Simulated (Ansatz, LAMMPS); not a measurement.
# A frame of amorphous polyfuran (as short chains C26O6H18) from 500 K (150 atoms): where an added charge goes

Does an extra electron or hole in a frame of amorphous polyfuran (as short chains C26O6H18) from 500 K (150 atoms) stay spread out, or do the atoms trap it?

Program: Ansatz 0.2.0. Level of theory: Kohn-Sham DFT, r2SCAN+D4, PAW (set soft_2), plane waves. Results are calculated unless marked as measured.

### 1. Set-up

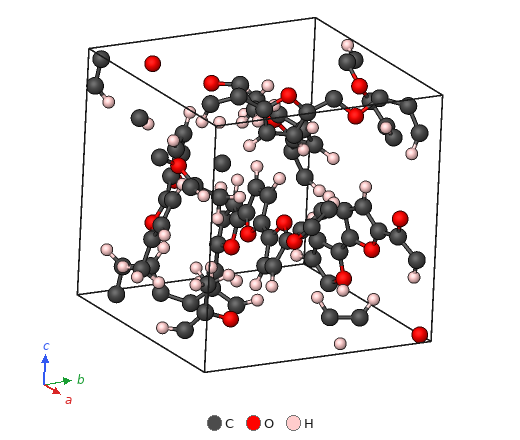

The cell as given, slightly off an axis (carbon dark grey, oxygen red, hydrogen pink). Bonds to atoms that aren't drawn are left out. Some periodic images of atoms are drawn too.

The cell holds 150 atoms: 78 C, 18 O and 54 H. Its edges and angles: a = 12.200 Å, b = 12.200 Å, c = 12.200 Å, α = 90.0°, β = 90.0°, γ = 90.0°. 3 polyfuran chains of 6 units with methyl end groups placed at random, at 1.17 g/cm³; overlaps pushed apart, then 20 ps at 800 K with MMFF94 bonds, angles, torsions, charges and radii (Halgren, J. Comput. Chem. 17, 490 (1996)) in harmonic and 12-6 forms. Snapshot after 30 ps at 500 K and fixed volume.

What the set-up can't give: The network of contacts between molecules at the start is that of the classical potential that made the cell, and needn't be the one that DFT or experiment would give. The Brillouin zone is sampled at Γ only, in a cell whose shortest periodic width is 12 Å.

### 2. Single point at the start

A single point comes first, to see the forces before anything moves.

input.yaml reads:

```yaml
crystal:
  lattice:
    - [12.1995, 0.0, 0.0]
    - [0.0, 12.1995, 0.0]
    - [0.0, 0.0, 12.1995]
  atoms:
    - { symbol: C, position: [0.36058, 0.0702, 0.20934] }
    - { symbol: C, position: [0.36815, 0.10658, 0.32826] }
    - { symbol: C, position: [0.44479, 0.10042, 0.40988] }
    - { symbol: C, position: [0.40199, 0.17042, 0.49019] }
    - { symbol: C, position: [0.29938, 0.20391, 0.45622] }
    - { symbol: O, position: [0.27755, 0.15896, 0.35982] }
    - { symbol: C, position: [0.21895, 0.26404, 0.51762] }
    - { symbol: C, position: [0.22347, 0.27788, 0.62654] }
    - { symbol: C, position: [0.13947, 0.35699, 0.65284] }
    - { symbol: C, position: [0.08547, 0.38376, 0.55211] }
    - { symbol: O, position: [0.13885, 0.32698, 0.46694] }
    - { symbol: C, position: [0.9948, 0.44902, 0.53185] }
    - { symbol: C, position: [0.95813, 0.54289, 0.58013] }
    - { symbol: C, position: [0.85516, 0.5732, 0.53798] }
    - { symbol: C, position: [0.8374, 0.49585, 0.46372] }
    - { symbol: O, position: [0.91653, 0.42082, 0.45213] }
    - { symbol: C, position: [0.74195, 0.49116, 0.39085] }
    - { symbol: C, position: [0.73018, 0.44044, 0.29049] }
    - { symbol: C, position: [0.62554, 0.46457, 0.25703] }
    - { symbol: C, position: [0.57176, 0.50919, 0.34783] }
    - { symbol: O, position: [0.64641, 0.52853, 0.42963] }
    - { symbol: C, position: [0.46182, 0.53598, 0.36784] }
    - { symbol: C, position: [0.42098, 0.58236, 0.46271] }
    - { symbol: C, position: [0.30997, 0.59195, 0.45882] }
    - { symbol: C, position: [0.28674, 0.56734, 0.35188] }
    - { symbol: O, position: [0.37535, 0.52763, 0.29872] }
    - { symbol: C, position: [0.1855, 0.5902, 0.29085] }
    - { symbol: C, position: [0.0843, 0.62741, 0.31817] }
    - { symbol: C, position: [0.01579, 0.62054, 0.2339] }
    - { symbol: C, position: [0.07146, 0.57267, 0.15469] }
    - { symbol: O, position: [0.18202, 0.56871, 0.18005] }
    - { symbol: C, position: [0.04695, 0.58023, 0.03691] }
    [... 112 atom lines left out ...]
    - { symbol: H, position: [0.66292, 0.34859, 0.77078] }
    - { symbol: H, position: [0.62933, 0.15213, 0.88152] }
    - { symbol: H, position: [0.62474, 0.02212, 0.05988] }
    - { symbol: H, position: [0.65505, 0.14152, 0.29755] }
    - { symbol: H, position: [0.7805, 0.07112, 0.27721] }
    - { symbol: H, position: [0.76974, 0.22061, 0.29465] }
kpoints:
  mp_grid: { grid: [1, 1, 1] }
hamiltonian:
  xc: r2scan
  dispersion: d4
scf:
  occupations: { method: fixed }
output:
  forces: true
```

On the command line:

```console
> ansatz run input.yaml --threads 4 --pin off --max-ram 8192MiB --backend cpu --events-out ev --progress --plain --runs-dir out
```

Output:

```text
[...]
Pseudopotentials: kind: paw
Pseudopotential: C, paw, valence charge 4, recommended cutoff 500 eV (meta_gga), C.paw.azcp
Pseudopotential: O, paw, valence charge 6, recommended cutoff 500 eV (meta_gga), O.paw.azcp
Pseudopotential: H, paw, valence charge 1, recommended cutoff 500 eV (meta_gga), H.paw.azcp
[... 6 lines on functional and potentials left out ...]
Crystal: 150 atoms, lattice volume = 1815.625 Å³
Basis set: ecut = 500 eV, 46297 PW (Γ), exchange–correlation on 360×360×360 points (64 copies of the dense FFT grid, shifted against one another)
Bands: 387, of which v1, the nominal top of the filled ones, is band 237 counted from 1 (236 counted from 0)
Symmetry: 1 space group operations
Space group: P1 (ITA 1), of the structure as read, at distance tolerance 1.2e-4 Å
k-points: 1
[... 9 lines on functional and potentials left out ...]
Initial density: superposition of atomic densities (neutral atoms: chi_scale 0, normalization atom), corrected by the library's trained network
Initial wavefunctions: pseudopotential atomic-orbital guess
[...]
SCF iter   1: F=—  HF=-30691.838969 eV  |F-HF|=—  |Δ(HF+E_count)|=         —  Δρ=8.98e-3  dr2=1.12e0  dr2_τ=1.95e1  ethr=1.77e-3  ⟨swp⟩=5.0  Hψ=1352  notcnv=0  defer=147
preconditioner: auto → Resta (q_TF=auto, 2.181 Å⁻¹)  ε∞=2.3  [insulator: Δε(μ)=1.715 eV  Ē_g=15.697 eV  n_scr=304 (ndim 8)  ℏωp=18.2 eV  f_vac=0.277  ε∞_Penn≈2.3]
SCF iter   2: F=—  HF=-30691.827050 eV  |F-HF|=—  |Δ(HF+E_count)|=   1.19e-2  Δρ=4.91e-3  dr2=2.94e-1  dr2_τ=2.78e-2  ethr=2.37e-4  ⟨swp⟩=2.0  Hψ=639  notcnv=0  defer=144
SCF iter   3: F=—  HF=-30691.841779 eV  |F-HF|=—  |Δ(HF+E_count)|=   1.47e-2  Δρ=2.29e-3  dr2=6.53e-2  dr2_τ=5.01e-3  ethr=6.20e-5  ⟨swp⟩=2.0  Hψ=476  notcnv=0  defer=69
automatic band count: iteration 3 solves 308 bands in place of 387: the levels show a gap, and the empty bands left out lie too high to hold charge; the band table lists the bands solved (type scf.n_extra_bands for more)
SCF iter   4: F=—  HF=-30691.867913 eV  |F-HF|=—  |Δ(HF+E_count)|=   2.61e-2  Δρ=4.28e-4  dr2=4.98e-3  dr2_τ=5.80e-4  ethr=1.38e-5  ⟨swp⟩=2.0  Hψ=469  notcnv=0  defer=69
SCF iter   5: F=—  HF=-30691.871434 eV  |F-HF|=—  |Δ(HF+E_count)|=   3.52e-3  Δρ=2.27e-4  dr2=1.32e-3  dr2_τ=1.08e-4  ethr=1.05e-6  ⟨swp⟩=2.0  Hψ=472  notcnv=0  defer=69
[...]
SCF iter  10: F=—  HF=-30691.873174 eV  |F-HF|=—  |Δ(HF+E_count)|=   1.54e-6  Δρ=1.99e-6  dr2=1.05e-7  dr2_τ=1.01e-8  ethr=1.57e-10  ⟨swp⟩=2.0  Hψ=481  notcnv=0  defer=64
SCF iter  11: F=-30691.873174 eV  HF=-30691.873174 eV  |F-HF|=3.49e-8  |Δ(HF+E_count)|=   2.77e-7  Δρ=1.15e-6  dr2=2.87e-8  dr2_τ=3.37e-9  ethr=2.11e-11  ⟨swp⟩=4.0  Hψ=953  notcnv=0
SCF 1 converged in 11 iterations: F = -30691.873174 eV  dr2 = 2.87e-8
[...]
SCF converged after 11 iterations
Free energy (F): -30691.873174 eV
Harris-Foulkes:  -30691.873174 eV  (|F-HF|=3.49e-8)
Internal energy: -30691.873174 eV  (E = F + TS)
E sigma→0 (E₀):  -30691.873174 eV
Fermi energy:    1.396026 eV
--- Per-component energies (eV) ---
[...]
Σ components = -30691.873174   (vs F -30691.873174, Δ=0.00e0)
--- Forces (eV/Å), atoms counted from 1 ---
  atom   1  C     -3.02772255     4.45315108     2.07864835
  atom   2  C     -0.06570999    -1.55242913    -2.58416819
  atom   3  C     -0.55079442     0.79165126    -1.32396463
  atom   4  C     -0.64021004    -0.05759897     0.17093775
[...]
atom 150  H      0.67389400     0.12570281    -0.52123052
  max |Σ_I F_I| component: 1.53e-4 eV/Å
```

The job ended after 37 s (4 threads of Intel Xeon Platinum 8375C at 2.90GHz (Ice Lake), shared host; peak memory 4.5 GiB).

The column dr2 measures how far the density is from self-consistency, as an energy; F and HF (Harris–Foulkes) agree once it is small.

The r.m.s. force at the start is 1.3 eV/Å.

### 3. Relaxation

The atoms are relaxed in the fixed cell, aiming at the force tolerance of the input.

input.yaml reads:

```yaml
crystal:
  lattice:
    - [12.1995, 0.0, 0.0]
    - [0.0, 12.1995, 0.0]
    - [0.0, 0.0, 12.1995]
  atoms:
    [... the 150 atom lines of step 2 ...]
kpoints:
  mp_grid: { grid: [1, 1, 1] }
hamiltonian:
  xc: r2scan
  dispersion: d4
scf:
  occupations: { method: fixed }
output:
  forces: true
relax:
  f_tol: 0.05
  max_steps: 120
```

Output:

```text
[...]
Pseudopotentials: kind: paw
Pseudopotential: C, paw, valence charge 4, recommended cutoff 500 eV (meta_gga), C.paw.azcp
Pseudopotential: O, paw, valence charge 6, recommended cutoff 500 eV (meta_gga), O.paw.azcp
Pseudopotential: H, paw, valence charge 1, recommended cutoff 500 eV (meta_gga), H.paw.azcp
[...]
Crystal: 150 atoms, lattice volume = 1815.625 Å³
Basis set: ecut = 500 eV, 46297 PW (Γ), exchange–correlation on 360×360×360 points (64 copies of the dense FFT grid, shifted against one another)
Bands: 387, of which v1, the nominal top of the filled ones, is band 237 counted from 1 (236 counted from 0)
Symmetry: 1 space group operations
Space group: P1 (ITA 1), of the structure as read, at distance tolerance 1.2e-4 Å
k-points: 1
[...]
Initial density: superposition of atomic densities (neutral atoms: chi_scale 0, normalization atom), corrected by the library's trained network
Initial wavefunctions: pseudopotential atomic-orbital guess
[...]
SCF iter   1: F=—  HF=-30691.838968 eV  |F-HF|=—  |Δ(HF+E_count)|=         —  Δρ=8.98e-3  dr2=1.12e0  dr2_τ=1.95e1  ethr=1.77e-3  ⟨swp⟩=5.0  Hψ=1352  notcnv=0  defer=147
preconditioner: auto → Resta (q_TF=auto, 2.181 Å⁻¹)  ε∞=2.3  [insulator: Δε(μ)=1.715 eV  Ē_g=15.697 eV  n_scr=304 (ndim 8)  ℏωp=18.2 eV  f_vac=0.277  ε∞_Penn≈2.3]
SCF iter   2: F=—  HF=-30691.827047 eV  |F-HF|=—  |Δ(HF+E_count)|=   1.19e-2  Δρ=4.91e-3  dr2=2.94e-1  dr2_τ=2.78e-2  ethr=2.37e-4  ⟨swp⟩=2.0  Hψ=639  notcnv=0  defer=144
SCF iter   3: F=—  HF=-30691.841776 eV  |F-HF|=—  |Δ(HF+E_count)|=   1.47e-2  Δρ=2.29e-3  dr2=6.53e-2  dr2_τ=5.01e-3  ethr=6.20e-5  ⟨swp⟩=2.0  Hψ=476  notcnv=0  defer=69
automatic band count: iteration 3 solves 308 bands in place of 387: the levels show a gap, and the empty bands left out lie too high to hold charge; the band table lists the bands solved (type scf.n_extra_bands for more)
SCF iter   4: F=—  HF=-30691.867895 eV  |F-HF|=—  |Δ(HF+E_count)|=   2.61e-2  Δρ=4.28e-4  dr2=4.98e-3  dr2_τ=5.80e-4  ethr=1.38e-5  ⟨swp⟩=2.0  Hψ=469  notcnv=0  defer=69
SCF iter   5: F=—  HF=-30691.871617 eV  |F-HF|=—  |Δ(HF+E_count)|=   3.72e-3  Δρ=2.27e-4  dr2=1.32e-3  dr2_τ=1.08e-4  ethr=1.05e-6  ⟨swp⟩=2.0  Hψ=533  notcnv=0  defer=69
SCF iter   6: F=—  HF=-30691.872831 eV  |F-HF|=—  |Δ(HF+E_count)|=   1.21e-3  Δρ=1.06e-4  dr2=2.66e-4  dr2_τ=2.79e-5  ethr=2.78e-7  ⟨swp⟩=2.0  Hψ=470  notcnv=0  defer=69
SCF iter   7: F=—  HF=-30691.873107 eV  |F-HF|=—  |Δ(HF+E_count)|=   2.76e-4  Δρ=3.39e-5  dr2=2.88e-5  dr2_τ=2.84e-6  ethr=5.62e-8  ⟨swp⟩=2.0  Hψ=470  notcnv=0  defer=69
SCF iter   8: F=-30691.873172 eV  HF=-30691.873162 eV  |F-HF|=9.86e-6  |Δ(HF+E_count)|=   5.48e-5  Δρ=1.43e-5  dr2=4.86e-6  dr2_τ=5.16e-7  ethr=6.08e-9  ⟨swp⟩=4.0  Hψ=819  notcnv=0
SCF 1 converged in 8 iterations: F = -30691.873172 eV  dr2 = 4.86e-6
[...]
relax step   1: F+E_penalty+E_count = -30691.87317190 eV  Δ(F+E_penalty+E_count) = +0.000e0 eV  max|allowed force component| = 6.506e0 eV/Å  Δτ_max = 0.0000 Å  (8 SCF iters, dr2 threshold 6.25e-5 eV, accepted)
[... from here on, the SCF cycles and remarks between the steps are left out, and one step in 5 is shown ...]
relax step   2: F+E_penalty+E_count = -30698.99255694 eV  Δ(F+E_penalty+E_count) = -7.119e0 eV  max|allowed force component| = 2.504e0 eV/Å  Δτ_max = 0.1947 Å  (7 SCF iters, dr2 threshold 1.00e-4 eV, accepted)
relax step   5: F+E_penalty+E_count = -30701.78295518 eV  Δ(F+E_penalty+E_count) = -2.946e-1 eV  max|allowed force component| = 1.867e-1 eV/Å  Δτ_max = 0.1940 Å  (7 SCF iters, dr2 threshold 1.33e-5 eV, accepted)
relax step  10: F+E_penalty+E_count = -30702.23930431 eV  Δ(F+E_penalty+E_count) = -4.568e-2 eV  max|allowed force component| = 3.072e-1 eV/Å  Δτ_max = 0.1948 Å  (6 SCF iters, dr2 threshold 6.50e-5 eV, accepted)
relax step  15: F+E_penalty+E_count = -30702.37523022 eV  Δ(F+E_penalty+E_count) = -2.386e-2 eV  max|allowed force component| = 2.574e-1 eV/Å  Δτ_max = 0.1950 Å  (6 SCF iters, dr2 threshold 1.00e-4 eV, accepted)
relax step  20: F+E_penalty+E_count = -30702.43801487 eV  Δ(F+E_penalty+E_count) = -1.225e-2 eV  max|allowed force component| = 2.293e-1 eV/Å  Δτ_max = 0.1937 Å  (6 SCF iters, dr2 threshold 4.29e-5 eV, accepted)
relax step  25: F+E_penalty+E_count = -30702.47390898 eV  Δ(F+E_penalty+E_count) = -4.633e-3 eV  max|allowed force component| = 6.022e-2 eV/Å  Δτ_max = 0.0482 Å  (6 SCF iters, dr2 threshold 1.23e-5 eV, accepted)
relax step  30: F+E_penalty+E_count = -30702.48183527 eV  Δ(F+E_penalty+E_count) = -1.430e-3 eV  max|allowed force component| = 5.446e-2 eV/Å  Δτ_max = 0.0742 Å  (9 SCF iters, accepted)
relax step  31: F+E_penalty+E_count = -30702.48292782 eV  Δ(F+E_penalty+E_count) = -1.093e-3 eV  max|allowed force component| = 6.470e-2 eV/Å  Δτ_max = 0.1115 Å  (9 SCF iters, accepted)
[...]
Step cancelled. What follows is not a result of the run: it is the report of the last solve that finished, which converged after 9 SCF iterations.
Free energy (F): -30702.482928 eV
Harris-Foulkes:  -30702.482928 eV  (|F-HF|=1.29e-7)
Internal energy: -30702.482928 eV  (E = F + TS)
E sigma→0 (E₀):  -30702.482928 eV
Fermi energy:    1.187377 eV
--- Per-component energies (eV) ---
[...]
Σ components = -30702.482928   (vs F -30702.482928, Δ=0.00e0)
--- Forces (eV/Å), atoms counted from 1 ---
  atom   1  C     -0.00119675    -0.00085934     0.00182873
  atom   2  C     -0.00752423     0.00181585     0.00409953
  atom   3  C      0.00148956     0.00946729     0.01497466
  atom   4  C      0.00746709    -0.01325236    -0.00995025
[...]
atom 150  H     -0.00996007    -0.00139962    -0.00721184
  max |Σ_I F_I| component: 2.64e-4 eV/Å
End of that report.
Error: SIGTERM received: cancelled by the caller after 1 completed SCF iterations
```

The job ended after 13 min (4 threads; peak memory 4.4 GiB).

The relaxation was stopped at its limit after 31 steps, 10.6 eV below its start, with a largest force component of 0.065 eV/Å.

(Part 1 of 4 ends here.)

[Logs are printed without paths, hosts, clocks, repeated set-up lines and the standing remarks that a program may print on its own settings, such as how far it seeks lower states.]

[Hosts, paths, dates, database ids (printed as entryN), source tags and the programs' standing remarks are cut or masked in the printed files.]

[The MMFF94 radii named for the starting cell were scaled by 0.96; in molecules described by MMFF94, hydrogen bound to N, O or S took a small fixed 12-6 site in their place.]
